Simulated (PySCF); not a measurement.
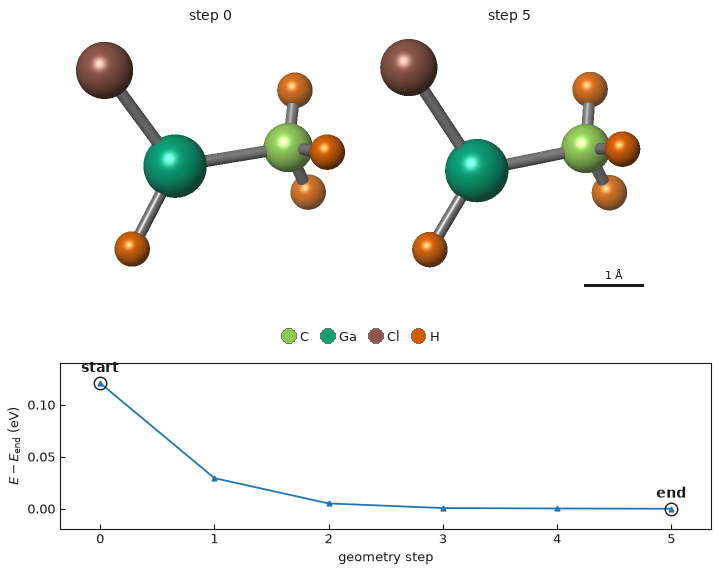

First and last geometry of a relaxation of CH4ClGa, with the history of the run. The picture is a ball-and-stick view, seen at a tilt.

The start comes from GFN2-xTB. Its atoms were then displaced at random by about 0.01 Å.

Computed with PySCF 2.14.0, density-fitted response routines, PBE0-D3(BJ)/def2-SVP geometry optimisation, gas phase. 

Q: What do the curves and the structures tell?

A: It converged. The energy falls by 0.121 eV in 5 geometry steps. The largest move after the best rigid fit is that of the Cl atom, 0.11 Å. By element the largest moves are Cl 0.11 Å, Ga 0.09 Å, H 0.09 Å, C 0.03 Å. Among the contacts that change: Cl–Ga 2.075 → 2.164 Å, C–Ga 2.010 → 1.951 Å, C–H 1.071 → 1.099 Å, Ga–H 1.585 → 1.561 Å. Among the angles between lasting bonds that change: C–Ga–H 126.3° → 131.5°, C–Ga–Cl 119.2° → 114.5°, Ga–C–H 111.6° → 108.9°.

```csv
step,"E − E(0), eV"
0,0.0000
1,-0.0915
2,-0.1158
3,-0.1203
4,-0.1207
5,-0.1209
```
